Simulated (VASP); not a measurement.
Given:

```yaml
crystal:
  lattice:
    - [4.63040, 0.00000, 0.00000]
    - [-2.31520, 4.01005, 0.00000]
    - [0.00000, 0.00000, 5.29499]
  atoms:
    - { symbol: Zr, position: [0.33333, 0.66667, 0.93746] }
    - { symbol: Zr, position: [0.66667, 0.33333, 0.43746] }
    - { symbol: Si, position: [0.33333, 0.66667, 0.43754] }
    - { symbol: Si, position: [0.66667, 0.33333, 0.93754] }
```

Calculation: PBE GGA, VASP's PBE PAW potentials (set 64) (plane waves; VASP 6.6.1). Numerical set-up: 400 eV cut-off, 9×9×7 Γ-centred mesh, tetrahedra with Blöchl corrections, potentials Zr_sv Si.

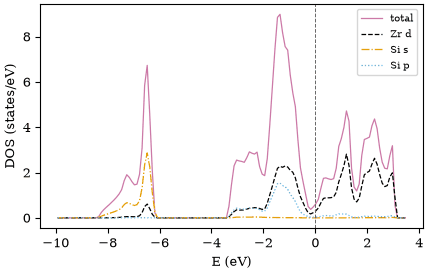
Figure. Total and projected density of states, zero at the Fermi level

Within 2 eV below the Fermi level the largest weight inside VASP's projection spheres is Zr d, then Si p.

It has no gap at this level: it comes out as a metal or semimetal.

The structure was generated: ZrSi was put into the wurtzite type (P6_3mc), which need not be its known phase. It was relaxed first, which changed the volume by -32 %. The relaxed cell has space group P6_3/mmc.
